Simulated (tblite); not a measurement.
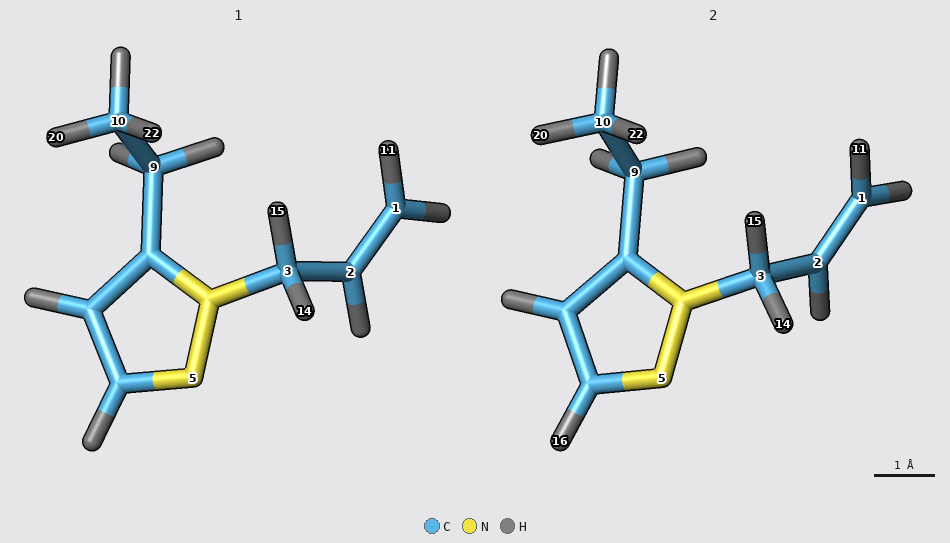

Two geometries of C8H12N2, drawn at one scale. One is the start of a relaxation, the other its converged end. Style: stick. Shown face on.

These are results of GFN2-xTB geometry optimisation, gas phase (tblite), not measurements. 

Q: Which one is relaxed?

A: Structure 2 is the relaxed one. After 100 geometry steps the energy has fallen by 3.13 kcal/mol. An H atom moves most after the best rigid fit: 0.47 Å. Largest moves by element: H 0.47 Å, C 0.27 Å, N 0.17 Å. Near-neighbour distances that change, for instance: C–N 1.477 → 1.440 Å, C–C 1.355 → 1.319 Å, C–N 1.378 → 1.354 Å, C–N 1.335 → 1.318 Å. Among the angles between lasting bonds that change: N–C–H 107.0° → 110.4°, C–C–H 118.1° → 121.1°, C–C–H 113.2° → 110.5°.
